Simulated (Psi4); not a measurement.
**Run report: PH3O, frequency calculation (part 3 of 3)**

PH3O, SMILES O=[PH3]; HF/cc-pVTZ, RHF (Psi4 1.11). The geometry was optimised with hf/cc-pVTZ.

Geometry of the input (Å):
```
O  -1.3863  -0.3297  0.5346
P  -0.0590  -0.0145  0.0227
H  0.8355  0.5693  0.9275
H  0.6925  -1.0901  -0.4651
H  -0.0017  0.8817  -1.0511
```

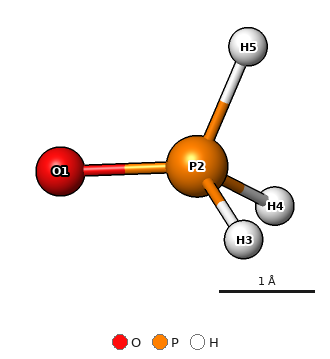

**Figure 1.** The structure as given in the input (ball-and-stick view, seen at a tilt; atoms are numbered from 1 in the order of the input).

**What the program printed, continued**
```
  Constant pressure heat capacity, Cp
    Electronic Cp                            0.000 [cal/(mol K)]        0.000 [J/(mol K)]       0.00000000 [mEh/K]
    Translational Cp                         4.968 [cal/(mol K)]       20.786 [J/(mol K)]       0.00791703 [mEh/K]
    Rotational Cp                            2.981 [cal/(mol K)]       12.472 [J/(mol K)]       0.00475022 [mEh/K]
    Vibrational Cp                           1.580 [cal/(mol K)]        6.609 [J/(mol K)]       0.00251722 [mEh/K]
  Total Cp                                   9.528 [cal/(mol K)]       39.867 [J/(mol K)]       0.01518446 [mEh/K]
  Correction Cp                              0.000 [cal/(mol K)]        0.000 [J/(mol K)]       0.00000000 [mEh/K]

  ==> Thermochemistry Energy Analysis <==

  Raw electronic energy, E_e
  Total E_e, Electronic energy at well bottom                                          -417.38941382 [Eh]

  Zero-point vibrational energy, ZPVE = Sum_i omega_i / 2,  E_0 = E_e + ZPVE
    Vibrational ZPVE                        20.971 [kcal/mol]       87.741 [kJ/mol]       0.03341878 [Eh]        7334.574 [cm^-1]
  Correction ZPVE to E_e                    20.971 [kcal/mol]       87.741 [kJ/mol]       0.03341878 [Eh]        7334.574 [cm^-1]
  Total E_0, Enthalpy at 0 [K]                                                         -417.35599504 [Eh]
  *** Absolute enthalpy, not an enthalpy of formation ***

  Thermal (internal) energy, E (includes ZPVE and finite-temperature corrections)
    Electronic contrib to E beyond E_e       0.000 [kcal/mol]        0.000 [kJ/mol]       0.00000000 [Eh]
    Translational contrib to E               0.889 [kcal/mol]        3.718 [kJ/mol]       0.00141628 [Eh]
    Rotational contrib to E                  0.889 [kcal/mol]        3.718 [kJ/mol]       0.00141628 [Eh]
    Vibrational contrib to E                21.063 [kcal/mol]       88.128 [kJ/mol]       0.03356606 [Eh]
  Correction E                              22.840 [kcal/mol]       95.565 [kJ/mol]       0.03639862 [Eh]
  Total E, Thermal (internal) energy at  298.15 [K]                                    -417.35301520 [Eh]

  Enthalpy, H_trans = E_trans + k_B * T = E_trans + P * V
    Electronic contrib to H beyond E_e       0.000 [kcal/mol]        0.000 [kJ/mol]       0.00000000 [Eh]
    Translational contrib to H               1.481 [kcal/mol]        6.197 [kJ/mol]       0.00236046 [Eh]
    Rotational contrib to H                  0.889 [kcal/mol]        3.718 [kJ/mol]       0.00141628 [Eh]
    Vibrational contrib to H                21.063 [kcal/mol]       88.128 [kJ/mol]       0.03356606 [Eh]
  Correction H                              23.433 [kcal/mol]       98.044 [kJ/mol]       0.03734280 [Eh]
  Total H, Enthalpy at  298.15 [K]                                                     -417.35207102 [Eh]
  *** Absolute enthalpy, not an enthalpy of formation ***

  Gibbs free energy, G = H - T * S
    Electronic contrib to G beyond E_e       0.000 [kcal/mol]        0.000 [kJ/mol]       0.00000000 [Eh]
    Translational contrib to G              -9.745 [kcal/mol]      -40.771 [kJ/mol]      -0.01552893 [Eh]
    Rotational contrib to G                 -4.361 [kcal/mol]      -18.246 [kJ/mol]      -0.00694946 [Eh]
    Vibrational contrib to G                20.952 [kcal/mol]       87.663 [kJ/mol]       0.03338914 [Eh]
  Correction G                               6.847 [kcal/mol]       28.646 [kJ/mol]       0.01091076 [Eh]
  Total G, Gibbs energy at  298.15 [K]                                                 -417.37850306 [Eh]
  *** Absolute Gibbs energy, not a free energy of formation ***
```

**Standard output**
```
E = -417.389413817
ZPVE: 0.03341878 Eh
ENTHALPY: -417.35207102 Eh
GIBBS FREE ENERGY: -417.37850306 Eh
```

**Key numbers**

- outcome: converged
- total energy: −417.389414 hartree
- basis functions: 106
- HOMO: −12.13 eV
- LUMO: 3.37 eV
- zero-point energy: 0.033419 hartree
- dipole moment: 4.04 D
- wavenumbers, lowest and highest: 932 and 2588 cm⁻¹
- hardware: 1 thread of AMD EPYC (Zen 3), 64 GiB of memory available, shared host
- wall time: 38 s
- peak memory: 0.38 GiB
